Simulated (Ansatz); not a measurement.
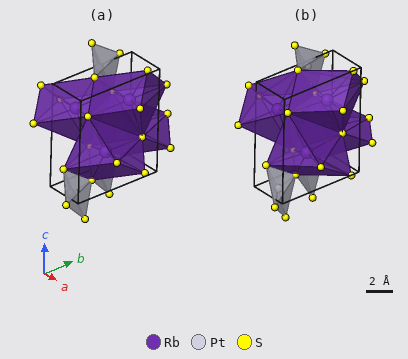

The structure of a crystal of Rb₂PtS₃ (built on the Cu2GeS3-44 type type) before (left) and after (right) a relaxation, at one scale.

Style: polyhedral. Shown: the cell of the calculation, reduced to other axes, slightly off an axis. Lengths and directions refer to the drawn axes.

Case: shaken.

Theory: DFT, PBEsol, plane waves, PAW (Ansatz). Settings: plane-wave cutoff 420 eV; k-point mesh 4 × 4 × 4; occupations fermi dirac; smearing width 0.05 eV; no spin polarisation; cell and atoms relaxed; force threshold 0.01 eV/Å; at most 120 steps.

Summarise the run.

Answer. The atom that moves furthest relative to the cell is a Pt atom (0.54 Å roughly along [−1 3 −1]). By element the largest moves are Pt 0.54 Å, S 0.52 Å, Rb 0.37 Å. Cell: a 6.762 → 6.787 Å (+0.4 %), b 6.782 → 6.612 Å (−2.5 %), c 8.541 → 8.689 Å (+1.7 %), α 68.3° → 68.1°, β 85.4° → 85.7°, γ 79.8° → 79.3°. Volume −0.7 %. Some distances before and after: S–S 3.138 → 2.145 Å, S–S 2.920 → 2.144 Å, Rb–S 3.670 → 4.033 Å, Rb–S 3.355 → 3.705 Å. Bond angles that change, for instance: Rb–S–Pt 103.7° → 125.6°, Rb–S–Rb 175.0° → 153.7°, Rb–S–Rb 174.4° → 153.6°. The space group stays P1 (No. 1). Over 12 accepted moves (13 points after the start) the energy falls by 170 meV per atom. Largest force component: 1.7 eV/Å at the start, 0.0075 eV/Å at the end. Pressure: −0.19 GPa at the start and 0.00 GPa at the end. The SCF was repeated once at an unchanged geometry on a basis and grid sized afresh for the cell, which shifted the energy by less than 0.05 meV per atom at most.
